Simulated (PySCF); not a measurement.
**F₂GeH₂O: density, localisation and related maps**

Input

```
{"job": {"kind": "inter", "xc": "wB97M-D3(BJ)", "basis": "def2-TZVPD", "pairs": false}, "charge": 0, "multiplicity": 1, "parts": [{"atoms": "0-2", "charge": 0, "multiplicity": 1}, {"atoms": "3-5", "charge": 0, "multiplicity": 1}]}
F     -0.396377    -1.452142    -1.271666
Ge     0.671359    -0.573351    -0.113691
F     -0.650172     0.060650     0.930401
O      0.282852    -2.423212     1.074854
H     -0.239043    -2.899736     0.410892
H     -0.361060    -2.085262     1.714721
```

Command:

```sh
OMP_NUM_THREADS=1 python cluster_run.py task.json out
```

Geometry: PBE0-D3(BJ)/def2-SVPD.

Method: wB97M-D3(BJ)/def2-TZVPD, SCF density, gas phase in PySCF.

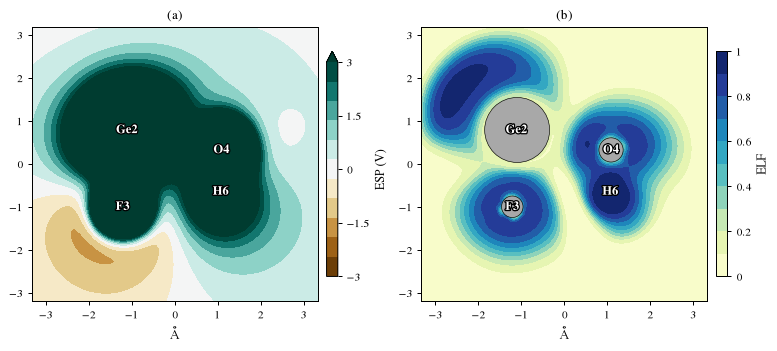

Figure 1. (a) molecular electrostatic potential; (b) electron localisation function on the plane of atoms Ge2, O4 and H6. Grey discs cover the atomic cores in the ELF map.

What do the fields say about this system?

- Atoms in the plane: Ge, F, O and H.
- Ge–F (1.80 Å): the ELF peaks at about 0.80 in the valence shell of F, 0.5 Å from its nucleus, and is about 0.25 at the midpoint.
- Ge–O (2.23 Å): the ELF is about 0.25 at the midpoint.
- O–H (0.97 Å): the ELF climbs to about 1 towards the hydrogen, as it does in any bond to H (an ordinary covalent bond to hydrogen).
- The ELF also peaks beside F3 and O4, away from the bonds: lone-pair regions.
- Outside the dense part of the molecule the potential is most negative (−1.5 V) near F3.

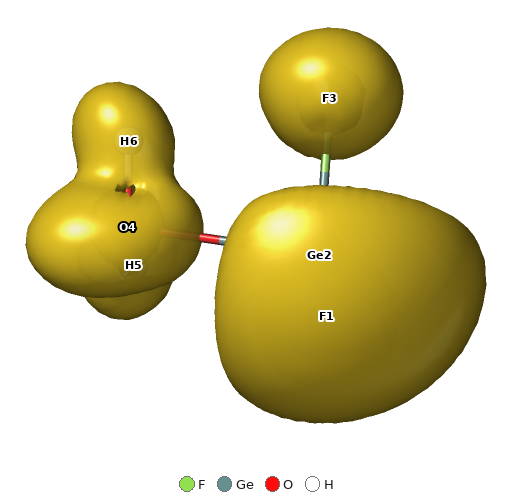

Figure 2. Isosurface of the electron localisation function at 0.75 (yellow), seen at a tilt. Only the valence region is drawn (cores and ρ < 0.01 e/Å³ removed).

Identify the bonds, lone pairs and shells in this picture.

The ELF exceeds this value in one lobe on Ge, pointing away from the bonds (lone pairs), two regions wrapped around F (the valence shell of each) and one joined region spread over several atoms (H, O), in which their bonds and any lone pairs are merged.

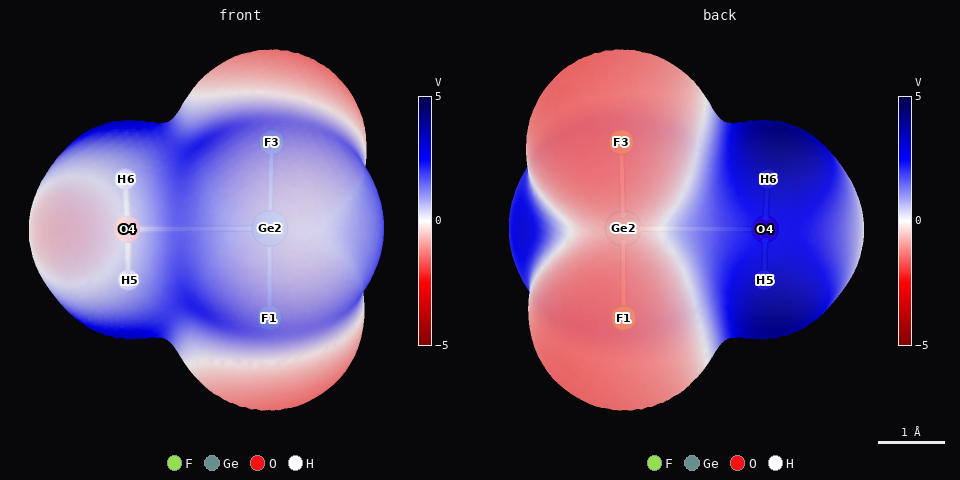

Figure 3. The molecular electrostatic potential painted on the density surface at 0.004 e/bohr³, seen from the front and from behind; the colour scale runs from red (negative) to blue (positive).

Where is the surface potential most negative and most positive?

The most negative region (about −1.5 V, or −35 kcal/mol for a unit charge) lies over F1 and F3, the most positive (about +4.2 V, or +97 kcal/mol for a unit charge) over H5 and H6.

What dipole moment does the calculation give?

Its dipole moment is 2.31 D.
